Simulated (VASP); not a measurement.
# GaPPt5: structure and properties in VASP, part 3 of 6

Aim: relax GaPPt5, then compute properties on the relaxed cell. The start is a computed cell from the Materials Project.

VASP 6.6.1; PBEsol with D3(BJ); plane waves and PAW (Ga_d, P, Pt).

So far. Step 3 (Second relaxation): It ends with a largest force of 0.004 eV/Å and a pressure of -0.07 GPa. The volume moved by under 0.01 %: the run met its threshold at the first step. Step 4 (Single point with fields (PBEsol + D3(BJ))): In this run the pressure is -0.07 GPa, small enough to go on. The relaxed cell has a = 3.861, c = 6.792 Å (conventional setting).

## (5) Band structure (PBEsol + D3(BJ))

Levels along the symmetry lines show where the bands peak and cross; KPOINTS_OPT computes them in the converged potential.

Input file INCAR:

```
SYSTEM = GaPPt5
PREC = Accurate
ENCUT = 400
EDIFF = 1E-06
NELM = 100
ISMEAR = 0
SIGMA = 0.05
LREAL = .FALSE.
ALGO = Normal
GGA = PS
IVDW = 12
NBANDS = 53
LASPH = .TRUE.
LORBIT = 11
LWAVE = .FALSE.
LCHARG = .FALSE.
KPAR = 4
```

Input file POSCAR:

```
GaPPt5
1.0
    3.8607533356      0.0000000000      0.0000000000
    0.0000000000      3.8607533356      0.0000000000
    0.0000000000      0.0000000000      6.7919045108
Ga P Pt
1 1 5
Direct
    0.5000000000      0.5000000000      0.0000000000
    0.0000000000      0.0000000000      0.5000000000
    0.0000000000      0.5000000000      0.2901925662
    0.0000000000      0.5000000000      0.7098074338
    0.5000000000      0.0000000000      0.2901925662
    0.5000000000      0.0000000000      0.7098074338
    0.0000000000      0.0000000000      0.0000000000
```

Input file KPOINTS:

```
Automatic mesh
0
Gamma
6 6 4
0 0 0
```

Input file KPOINTS_OPT:

```
Line mode
12
Line-mode
Reciprocal
  0.00000000   0.00000000   0.00000000 GAMMA
  0.00000000   0.50000000   0.00000000 X

  0.00000000   0.50000000   0.00000000 X
  0.50000000   0.50000000   0.00000000 M

  0.50000000   0.50000000   0.00000000 M
  0.00000000   0.00000000   0.00000000 GAMMA

  0.00000000   0.00000000   0.00000000 GAMMA
  0.00000000   0.00000000   0.50000000 Z

  0.00000000   0.00000000   0.50000000 Z
  0.00000000   0.50000000   0.50000000 R

  0.00000000   0.50000000   0.50000000 R
  0.50000000   0.50000000   0.50000000 A

  0.50000000   0.50000000   0.50000000 A
  0.00000000   0.00000000   0.50000000 Z

  0.00000000   0.50000000   0.00000000 X
  0.00000000   0.50000000   0.50000000 R

  0.50000000   0.50000000   0.00000000 M
  0.50000000   0.50000000   0.50000000 A
```

PAW data sets: Ga_d, P and Pt (PBE family, release 64).

Started as:

```console
$ mpirun -np 4 vasp_std
```

Log:

```text
[... set-up lines as in an earlier step ...]
 entering main loop
       N       E                     dE             d eps       ncg     rms          rms(c)
DAV:   1     0.501643828801E+03    0.50164E+03   -0.25628E+04  3688   0.138E+03
DAV:   2     0.817726579000E+01   -0.49347E+03   -0.44883E+03  3420   0.404E+02
DAV:   3    -0.476498292163E+02   -0.55827E+02   -0.53800E+02  3572   0.104E+02
DAV:   4    -0.496185650073E+02   -0.19687E+01   -0.19618E+01  3641   0.211E+01
DAV:   5    -0.496665069989E+02   -0.47942E-01   -0.47928E-01  3813   0.306E+00    0.319E+01
DAV:   6    -0.475312615108E+02    0.21352E+01   -0.45597E+00  3488   0.120E+01    0.160E+01
DAV:   7    -0.473738202032E+02    0.15744E+00   -0.76390E-01  3910   0.735E+00    0.625E+00
DAV:   8    -0.472883286870E+02    0.85492E-01   -0.42581E-01  3486   0.530E+00    0.247E+00
DAV:   9    -0.472583719695E+02    0.29957E-01   -0.76226E-02  3463   0.197E+00    0.452E-01
DAV:  10    -0.472576890632E+02    0.68291E-03   -0.46905E-03  4478   0.436E-01    0.216E-01
DAV:  11    -0.472576839794E+02    0.50838E-05   -0.39437E-04  3571   0.904E-02    0.428E-02
DAV:  12    -0.472576778313E+02    0.61480E-05   -0.26199E-05  4097   0.324E-02    0.181E-02
DAV:  13    -0.472576775925E+02    0.23887E-06   -0.26093E-06  3319   0.978E-03
   1 F= -.51855002E+02 E0= -.51854122E+02  d E =-.175989E-02
 Start KPOINTS_OPT (optional k-point list driver)
k-point batch [1-30\108]
       N       E                     dE             ncg
DAV:   1     0.269235070397E+05   -0.16391E+05     3676
DAV:   2     0.120705394928E+05   -0.14853E+05     3423
DAV:   3     0.104361157607E+05   -0.16344E+04     3538
DAV:   4     0.103804377946E+05   -0.55678E+02     3715
DAV:   5     0.103789071892E+05   -0.15306E+01     3936
DAV:   6     0.103788314892E+05   -0.75700E-01     4522
DAV:   7     0.103788305485E+05   -0.94072E-03     4085
DAV:   8     0.103788305409E+05   -0.75535E-05     3410
DAV:   9     0.103788305406E+05   -0.30242E-06     2360
[...]
k-point batch [91-108\108]
       N       E                     dE             ncg
DAV:   1     0.303308079735E+05   -0.19736E+05     2218
DAV:   2     0.214548174437E+05   -0.88760E+04     2027
DAV:   3     0.204725952162E+05   -0.98222E+03     2161
DAV:   4     0.204386975455E+05   -0.33898E+02     2192
DAV:   5     0.204377596985E+05   -0.93785E+00     2372
DAV:   6     0.204377113693E+05   -0.48329E-01     2796
DAV:   7     0.204377108067E+05   -0.56255E-03     2428
DAV:   8     0.204377107979E+05   -0.87841E-05     2122
DAV:   9     0.204377107978E+05   -0.15710E-06     1388
```

Elapsed: 46 s, on 4 MPI ranks of Intel Xeon 6975P-C (Granite Rapids), shared host; peak memory 1.2 GiB; 3 min of CPU time.

OUTCAR, selected parts (step 5):

```text
   k-points           NKPTS =     30   k-points in BZ     NKDIM =     30   number of bands    NBANDS=     53

   NELECT =      68.0000    total number of electrons

 E-fermi :  11.4388

 k-point     1 :       0.0000    0.0000    0.0000
  band No.  band energies     occupation
    ...
     30       9.8482      2.00000
     31      10.0112      2.00000
     32      10.1906      2.00000
     33      10.1906      2.00000
     34      11.4539      0.66933
     35      11.5007      0.07975
     36      12.9794      0.00000
     37      13.0884      0.00000
     38      15.6052      0.00000
     39      15.6052      0.00000
    ...

 Edisp (eV)   -4.59732

  Total      -0.06024    -0.06024    -0.02910     0.00000    -0.00000     0.00000
  in kB      -0.95333    -0.95333    -0.46052     0.00000    -0.00000     0.00000
  external pressure =       -0.79 kB  Pullay stress =        0.00 kB

 POSITION                                       TOTAL-FORCE (eV/Angst)
 -----------------------------------------------------------------------------------
      1.93038      1.93038      0.00000         0.000000     -0.000000     -0.000000
      0.00000      0.00000      3.39595         0.000000     -0.000000     -0.000000
      0.00000      1.93038      1.97096         0.000000      0.000000      0.004032
      0.00000      1.93038      4.82094        -0.000000      0.000000     -0.004032
      1.93038      0.00000      1.97096         0.000000     -0.000000      0.004032
      1.93038      0.00000      4.82094         0.000000      0.000000     -0.004032
      0.00000      0.00000      0.00000         0.000000     -0.000000     -0.000000
 -----------------------------------------------------------------------------------
    total drift:                                0.000000      0.000000      0.000000

  FREE ENERGIE OF THE ION-ELECTRON SYSTEM (eV)
  ---------------------------------------------------
  free  energy   TOTEN  =       -51.8550023344 eV

  energy  without entropy=      -51.8532424489  energy(sigma->0) =      -51.85412239

[... 8 parts as in an earlier step ...]

[... 8 further parts left out ...]
```

Spin-orbit coupling is off here; with elements this heavy it splits and shifts levels by tenths of an eV or more.

This step gave:

| Item | Value |
| --- | --- |
| bands | 53 |
| pressure | -0.07891 GPa |

Electronic bands along the path, in eV, zero at the Fermi level; # counts the bands kept, so #1 is VASP's band 7:

| point | #25 | #26 | #27 | #28 | #29 | #30 | #31 | #32 |
| --- | --- | --- | --- | --- | --- | --- | --- | --- |
| Γ | -1.43 | -1.25 | -1.25 | 0.02 | 0.06 | 1.54 | 1.65 | 4.17 |
| X | -2.45 | -1.64 | -1.45 | -1.02 | -0.05 | 0.44 | 2.00 | 3.22 |
| M | -1.82 | -1.68 | -1.20 | -0.58 | -0.58 | -0.17 | 0.85 | 0.85 |
| Γ | -1.43 | -1.25 | -1.25 | 0.02 | 0.06 | 1.54 | 1.65 | 4.17 |
| Z | -0.39 | 0.02 | 0.06 | 0.29 | 1.46 | 1.46 | 2.06 | 2.06 |
| R | -2.41 | -2.05 | -1.90 | -0.94 | 1.19 | 2.05 | 2.51 | 3.21 |
| A | -2.31 | -1.72 | -1.08 | -0.55 | 0.56 | 0.56 | 0.70 | 0.70 |
| Z | -0.39 | 0.02 | 0.06 | 0.29 | 1.46 | 1.46 | 2.06 | 2.06 |
| jump to X | -2.45 | -1.64 | -1.45 | -1.02 | -0.05 | 0.44 | 2.00 | 3.22 |
| R | -2.41 | -2.05 | -1.90 | -0.94 | 1.19 | 2.05 | 2.51 | 3.21 |
| jump to M | -1.82 | -1.68 | -1.20 | -0.58 | -0.58 | -0.17 | 0.85 | 0.85 |
| A | -2.31 | -1.72 | -1.08 | -0.55 | 0.56 | 0.56 | 0.70 | 0.70 |

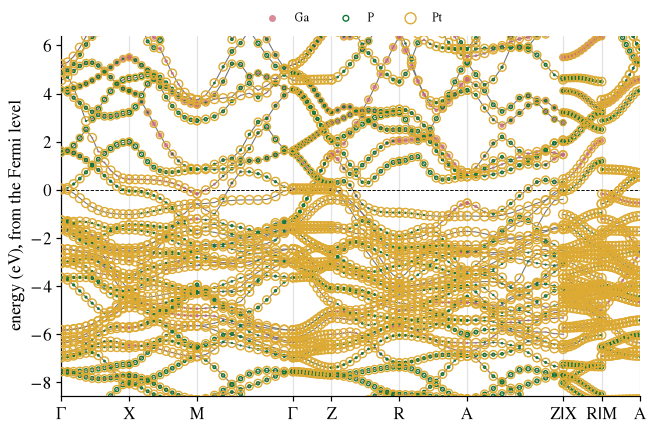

Electronic bands along the path; dots are coloured as in the legend, and their area grows with the weight.

There is no gap at this level.

## (6) Total and projected DOS (PBEsol + D3(BJ))

Here the states are counted by energy and projected on the atoms. The mesh is finer than in the run before.

INCAR: that of step 5 with these lines changed.

```diff
@@ -5,3 +5,3 @@
 NELM = 100
-ISMEAR = 0
+ISMEAR = -5
 SIGMA = 0.05
@@ -17 +17,2 @@
 KPAR = 4
+NEDOS = 2001
```

POSCAR is that of step 5.

Input file KPOINTS:

```
Automatic mesh
0
Gamma
9 9 5
0 0 0
```

Started as:

```console
$ mpirun -np 4 vasp_std
```

Log:

```text
[... set-up lines as in an earlier step ...]
 entering main loop
       N       E                     dE             d eps       ncg     rms          rms(c)
DAV:   1     0.504511766534E+03    0.50451E+03   -0.25737E+04  5511   0.137E+03
DAV:   2     0.917818246547E+01   -0.49533E+03   -0.45083E+03  5118   0.407E+02
DAV:   3    -0.476422574170E+02   -0.56820E+02   -0.54758E+02  5377   0.104E+02
DAV:   4    -0.496211549623E+02   -0.19789E+01   -0.19719E+01  5530   0.211E+01
DAV:   5    -0.496680092303E+02   -0.46854E-01   -0.46833E-01  5654   0.304E+00    0.319E+01
DAV:   6    -0.475379427891E+02    0.21301E+01   -0.47203E+00  5250   0.120E+01    0.160E+01
DAV:   7    -0.473836222156E+02    0.15432E+00   -0.80830E-01  5927   0.761E+00    0.632E+00
DAV:   8    -0.472894879376E+02    0.94134E-01   -0.43389E-01  5253   0.550E+00    0.242E+00
DAV:   9    -0.472629248589E+02    0.26563E-01   -0.72555E-02  5193   0.195E+00    0.468E-01
DAV:  10    -0.472623251625E+02    0.59970E-03   -0.47603E-03  6745   0.431E-01    0.219E-01
DAV:  11    -0.472622904848E+02    0.34678E-04   -0.37893E-04  5227   0.919E-02    0.401E-02
DAV:  12    -0.472623004958E+02   -0.10011E-04   -0.34412E-05  6297   0.440E-02    0.155E-02
DAV:  13    -0.472622991101E+02    0.13857E-05   -0.33557E-06  5297   0.106E-02    0.479E-03
DAV:  14    -0.472622992066E+02   -0.96551E-07   -0.43410E-07  2995   0.501E-03
   1 F= -.51859624E+02 E0= -.51859624E+02  d E =0.000000E+00
 -----------------------------------------------------------------------------
|                                                                             |
|           W    W    AA    RRRRR   N    N  II  N    N   GGGG   !!!           |
|           W    W   A  A   R    R  NN   N  II  NN   N  G    G  !!!           |
|           W    W  A    A  R    R  N N  N  II  N N  N  G       !!!           |
|           W WW W  AAAAAA  RRRRR   N  N N  II  N  N N  G  GGG   !            |
|           WW  WW  A    A  R   R   N   NN  II  N   NN  G    G                |
|           W    W  A    A  R    R  N    N  II  N    N   GGGG   !!!           |
|                                                                             |
|     Tetrahedron method does not include variations of the Fermi             |
|     occupations, so forces and stress will be inaccurate. We suggest        |
|     using a different smearing scheme ISMEAR = 1 or 2 for metals in         |
|     relaxations.                                                            |
|                                                                             |
 -----------------------------------------------------------------------------
```

Run time: 29 s. Hardware: 4 MPI ranks; peak memory 1.1 GiB; 1.8 min of CPU time.

Parts of OUTCAR (step 6):

```text
   k-points           NKPTS =     45   k-points in BZ     NKDIM =     45   number of bands    NBANDS=     53

   NELECT =      68.0000    total number of electrons

 E-fermi :  11.3254

 k-point     1 :       0.0000    0.0000    0.0000
  band No.  band energies     occupation
    ...
     30       9.8614      2.00000
     31      10.0231      2.00000
     32      10.1923      2.00000
     33      10.1923      2.00000
     34      11.4718      0.51286
     35      11.5187      0.00000
     36      12.9827      0.00000
     37      13.0839      0.00000
     38      15.6054      0.00000
     39      15.6054      0.00000
    ...

 Edisp (eV)   -4.59732

  Total       0.09250     0.09250    -0.34513     0.00000     0.00000    -0.00000
  in kB       1.46387     1.46387    -5.46203     0.00000     0.00000    -0.00000
  external pressure =       -0.84 kB  Pullay stress =        0.00 kB

 POSITION                                       TOTAL-FORCE (eV/Angst)
 -----------------------------------------------------------------------------------
      1.93038      1.93038      0.00000         0.000000      0.000000      0.000000
      0.00000      0.00000      3.39595         0.000000      0.000000      0.000000
      0.00000      1.93038      1.97096         0.000000     -0.000000     -0.028617
      0.00000      1.93038      4.82094        -0.000000     -0.000000      0.028617
      1.93038      0.00000      1.97096         0.000000      0.000000     -0.028617
      1.93038      0.00000      4.82094         0.000000      0.000000      0.028617
      0.00000      0.00000      0.00000         0.000000      0.000000      0.000000
 -----------------------------------------------------------------------------------
    total drift:                                0.000000      0.000000      0.000000

  FREE ENERGIE OF THE ION-ELECTRON SYSTEM (eV)
  ---------------------------------------------------
  free  energy   TOTEN  =       -51.8596239486 eV

  energy  without entropy=      -51.8596239486  energy(sigma->0) =      -51.85962395

[... 6 parts as in an earlier step ...]

[... 10 further parts left out ...]
```

With tetrahedra the forces and stress of a metal are not exact derivatives of the energy.

Numbers from this step:

```yaml
scf_cycles: 14
irreducible_k_points: 45
free_energy_toten: -51.8596 eV
fermi_energy: 11.33 eV
pressure: -0.08448 GPa
dos_at_the_fermi_level: 0.7856 states/eV/cell
```

The density of states has structure finer than the step of the table below, so its rows give means over 1 eV, whole bins alone (the curve runs from -12.0 to 3.80 eV). Peaks (eV: height): total -6.2: 10.7, -4.8: 11.1, -2.8: 10.7, -2.1: 13.2; Pt d -3.8: 8.71, -2.8: 9.07, -2.4: 8.80, -2.1: 11.4; Pt p -6.2: 0.643, -4.8: 0.815, -4.5: 0.674, -1.6: 0.627; Pt s -9.1: 0.659, -8.4: 1.53, -8.1: 0.728, -6.2: 0.780; P p -8.4: 0.742, -8.0: 0.540, -7.4: 1.20, 1.4: 0.223.

States under -12.0 eV and over 3.8 eV are left out. The density of states by energy, zero at the Fermi level; means over each step; values in states/eV/cell:

| energy (eV) | total | Pt d | Pt p | Pt s | P p | Ga p | Ga s |
| --- | --- | --- | --- | --- | --- | --- | --- |
| -11 | 0.137 | 0.00765 | 0.00624 | 0.0596 | 0.00538 | 3.8e-4 | 0.0233 |
| -10 | 0.777 | 0.0797 | 0.0546 | 0.261 | 0.0251 | 0.00571 | 0.152 |
| -9 | 1.96 | 0.524 | 0.137 | 0.431 | 0.135 | 0.0124 | 0.300 |
| -8 | 3.98 | 1.57 | 0.269 | 0.672 | 0.489 | 0.0290 | 0.178 |
| -7 | 2.84 | 1.58 | 0.154 | 0.307 | 0.243 | 0.0739 | 0.0107 |
| -6 | 8.30 | 6.08 | 0.431 | 0.474 | 0.101 | 0.190 | 0.0111 |
| -5 | 8.00 | 6.08 | 0.512 | 0.193 | 0.0991 | 0.179 | 0.0114 |
| -4 | 7.53 | 6.00 | 0.492 | 0.113 | 0.0793 | 0.102 | 0.00714 |
| -3 | 8.06 | 6.81 | 0.332 | 0.134 | 0.0570 | 0.0395 | 0.0128 |
| -2 | 9.19 | 7.84 | 0.412 | 0.159 | 0.0910 | 0.0329 | 0.0251 |
| -1 | 4.61 | 3.67 | 0.348 | 0.103 | 0.0703 | 0.0304 | 0.0514 |
| 0 | 1.33 | 0.967 | 0.112 | 0.0500 | 0.0270 | 0.0298 | 0.0209 |
| 1 | 3.55 | 2.05 | 0.327 | 0.308 | 0.149 | 0.126 | 0.107 |
| 2 | 2.54 | 1.10 | 0.303 | 0.273 | 0.155 | 0.113 | 0.170 |
| 3 | 2.02 | 0.659 | 0.309 | 0.259 | 0.130 | 0.127 | 0.106 |

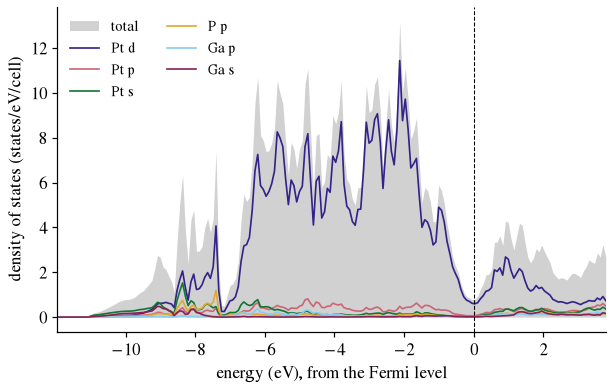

Density of states against energy.

The finer mesh and the other smearing move the Fermi level by -0.11 eV from the 6×6×4 run, one measure of the sampling error in the zero of the bands above. Of the states within 0.3 eV of the Fermi level, the largest shares in the PAW spheres are Pt d 73 % and Pt p 8 %. The rest lies in smaller channels or between the spheres.

(Part 3 of 6 ends here.)

[Lines on the potential files, build, host, timing and source positions are cut from VASP's logs without a mark.]

[Logs are printed without paths, hosts, clocks, repeated set-up lines and the standing remarks that a program may print on its own settings, such as how far it seeks lower states.]

[Hosts, paths, dates, database ids (printed as entryN), source tags and the programs' standing remarks are cut or masked in the printed files.]

[A measured line is paired with the nearest computed mode of its activity, which favours agreement.]

[In band tables of VASP the shares of atoms and orbitals are scaled to a sum of 1 inside the atoms' spheres.]
